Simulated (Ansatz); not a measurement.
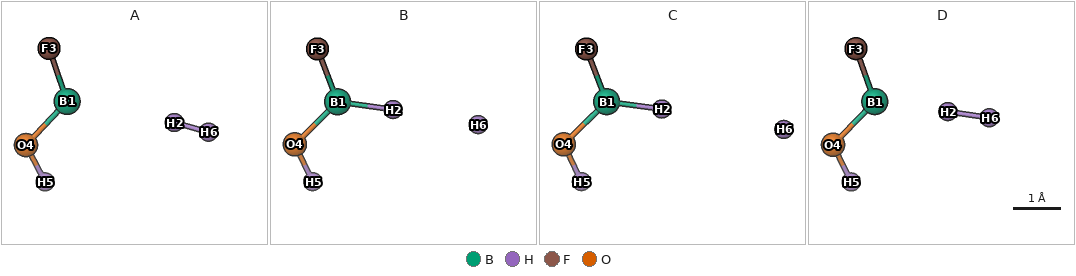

4 geometries from a converged minimum-energy path of BH3OF (multiplicity 2), made up at the start of BH2OF and H, shuffled. The picture is a ball-and-stick view, seen at a tilt.

Method: UKS B3LYP-D4/def2-SVP in Ansatz. Run with 7 movable images; climbing image; force threshold 0.05 eV/Å; iteration limit 60; starting path through a guess of the saddle point.

**One of them is the converged climbing image. Which?**

D. In order along the path, whose images run from 0 to 8: C (image 0, 0.00 eV), B (image 2, +0.03 eV), D (image 4, +0.33 eV), A (image 6, +0.16 eV). A hydrogen atom shifts from one atom to another. Breaking: B1–H2 (1.21 → 1.60 at the top → 2.94 Å). Forming: H2–H6 (2.66 → 0.91 at the top → 0.76 Å).

Limits of the set-up: the start holds two separate molecules, 2.7 Å apart at their closest, whose relative position is a soft coordinate.

Cost: 3.3 min on 1 thread of Arm Neoverse V1, on a shared host, peak memory 0.12 GiB.
